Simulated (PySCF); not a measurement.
# C7H10B2: the cost of one run

Programs: PySCF 2.14.0, with routines of our own; each step states its level. All values are computed. Atoms count from 0.

## (1) The starting structure

19 atoms, charge 0, multiplicity 1; geometry from: GFN2-xTB.

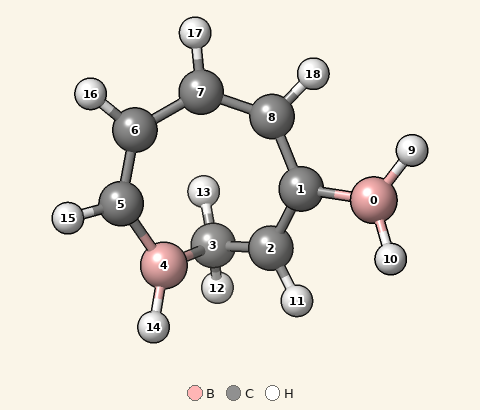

The starting geometry (boron pink, carbon grey, hydrogen white).

## (2) Magnetic properties: GIAO BHandHLYP/pcSseg-1

The job: settings as JSON, then the geometry in Å.

```
{"job": {"kind": "mag", "xc": "BHandHLYP", "basis": "pcSseg-1", "isotopologues": 0}, "charge": 0, "multiplicity": 1}
B      2.683750     0.509903     0.467582
C      1.271584     0.205259    -0.072489
C      0.803906    -1.095298    -0.008179
C     -0.345336    -1.637863    -0.717581
B     -1.043234    -1.351210     0.701422
C     -1.899461    -0.112699     0.802942
C     -1.838644     1.049306     0.086300
C     -0.773319     1.586237    -0.673880
C      0.556722     1.268765    -0.696441
H      3.270698     1.454091     0.103853
H      3.173696    -0.210916     1.247856
H      1.420976    -1.809520     0.522382
H     -0.245134    -2.680754    -0.993555
H     -0.699099    -1.025115    -1.538419
H     -1.043162    -2.182418     1.528090
H     -2.773005    -0.189088     1.446059
H     -2.693332     1.718175     0.149774
H     -1.032016     2.501232    -1.198246
H      1.194607     2.011163    -1.164932
```

With the program's defaults for keys left out, this is: GIAO BHandHLYP/pcSseg-1 magnetisability, rotational g tensor and spin-rotation constants, non-relativistic, gas phase.

The run is started by

```
$ OMP_NUM_THREADS=1 python excited_run.py task.json out
```

One launch serves the whole session: the jobs run in the order shown.

Q: Estimate the wall time and peak memory of this first job on 1 thread of Arm Neoverse N1, shared host.

About 66 s, with a peak of 1 GiB.
